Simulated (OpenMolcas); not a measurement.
**Zr³⁺ among point charges: CASSCF levels and susceptibility**

Aim: the splitting of the states of Zr³⁺ in the field of 6 point charges, its lowest levels with spin-orbit coupling and its magnetic susceptibility.

Program: OpenMolcas 26.06. Level of theory: state-averaged CASSCF, spin-orbit coupling by RASSI with atomic mean-field integrals. These are calculated values, not measurements, unless marked.

1 further run of the same task is left out (it didn't finish).

**1. Starting point**

| Property | Result |
| --- | --- |
| Species | Zr³⁺ (zirconium, Z = 40, 37 electrons) |
| Basis | ANO-RCC-VTZP [7s6p4d2f1g], 68 functions |
| Scalar Hamiltonian | DKH2, point nucleus |
| Inactive shells | 1s 2s 2p 3s 3p 3d 4s 4p |
| Active space | 1 electron in 5 orbitals (4d) |
| Some configurations of this space | 4d |
| Orbitals | optimised for each spin and parity, averaged over all roots |

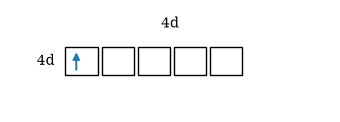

Outer shells as boxes.

The ion sits among 6 point charges of -1.7 e arranged as a tetragonal octahedron (D4h), 2.02 Å from the ion, with the axial distance 2.464 Å. The active orbitals were held to one l.

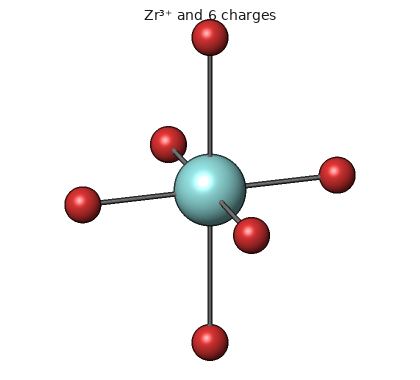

The ion and the point charges (red).

The work runs as a chain of OpenMolcas steps in one folder; each step below is one input file. Labels, J, g values, rates, χT and fits are worked out afterwards by a script from the matrices that RASSI stores. The input lists half of the charges; inversion (Group=XYZ) makes the rest.

**2. Basis and integrals**

a.inp

```
&GATEWAY
Coord
1

Zr 0.0 0.0 0.0
Basis=ANO-RCC-VTZP
Group=XYZ
NoMove
AngMom=0.0 0.0 0.0
AMFI
XField
3 Angstrom 0
2.020000 0.000000 0.000000 -1.700000
0.000000 2.020000 0.000000 -1.700000
0.000000 0.000000 2.464400 -1.700000
&SEWARD
```

Run with:

```console
$ OMP_NUM_THREADS=1 MOLCAS_MEM=1689 MOLCAS_PROJECT=a pymolcas a.inp > a.log
```

**3. CASSCF: doublets of even parity, 5 roots**

a.inp

```
&RASSCF
FileOrb=start.orb
Symmetry=1
Spin=2
nActEl=1 0 0
Inactive=9 9
Ras2=5 0
CIRoot=5 5 1
SDav=5
CIMx=300
Iter=120 100
PrWF=0.3
OrbListing=Nothing
MaxOrb=0
SupSym
1
20 4 5 6 7 8 10 11 12 13 14 18 19 20 21 22 23 24 25 26 27
0
>>> COPY $Project.JobIph JOB001
```

start.orb holds the contracted functions of the basis, ordered by shell, or the orbitals of the step before.

**4. State interaction with spin-orbit coupling**

a.inp

```
&RASSI
NrOfJobIphs=1 5
1 2 3 4 5
IphNames
JOB001
EJob
SpinOrbit
DIPRint=1.0
SOCoupling=1000.0
Subsets=2
Property=9
'ANGMOM' 1 'ANGMOM' 2 'ANGMOM' 3 'MLTPL  1' 1 'MLTPL  1' 2 'MLTPL  1' 3
'AMFI' 1 'AMFI' 2 'AMFI' 3
SOProperty=3
'ANGMOM' 1 'ANGMOM' 2 'ANGMOM' 3
```

What does the calculation give? Wanted: spin-free ground state; first state of the same spin within the active space; lowest level; next level.

**Answer**, as computed:

```
                                            quantity                              value
                                              method                             CASSCF
                              spin-free ground state     2E, 2-fold in its orbital part
first state of the same spin within the active space                   2B2 at 6200 cm⁻¹
                                        lowest level  2-fold E1/2, g = 0.00, 0.21, 0.21
                                          next level                         398.0 cm⁻¹
                                         χT at 300 K                     0.25 cm³ K/mol
                           effective moment at 300 K                            1.41 μB
```

The spin-free ground state (2E) comes to 100 % from free-ion D terms and keeps the highest spin of the shell. χT at 300 K is 0.25, against 0.38 cm³ K/mol for the spin alone, so orbital moment lowers it. The field of point charges can differ much from that of real complexes. This is an electrostatic model: the charges have no orbitals.
